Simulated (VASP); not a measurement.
Shape and ions are relaxed at each volume.

Energy against volume of Co (hcp). All values below come from SCAN meta-GGA, VASP's PBE PAW potentials (set 64) (plane waves; VASP).

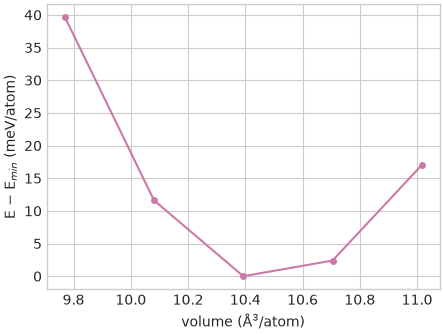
Figure. Energy against volume

Task: Estimate the equilibrium volume and the bulk modulus.

Result: The minimum lies near 10.5 Å³/atom, and the curvature gives B0 of about 230 GPa.

Measured: bulk modulus 193 GPa at 0 K (computed value off by +20.4 %), as given by Vázquez-Parga, Fernández-Martínez, Viñes, J. Chem. Theory Comput. (2023), doi:10.1021/acs.jctc.3c00612, Supporting … [zero-point energy and finite temperature contributions removed].

The compound is Co in the hcp structure. It was relaxed first, which changed the volume by -6 %.
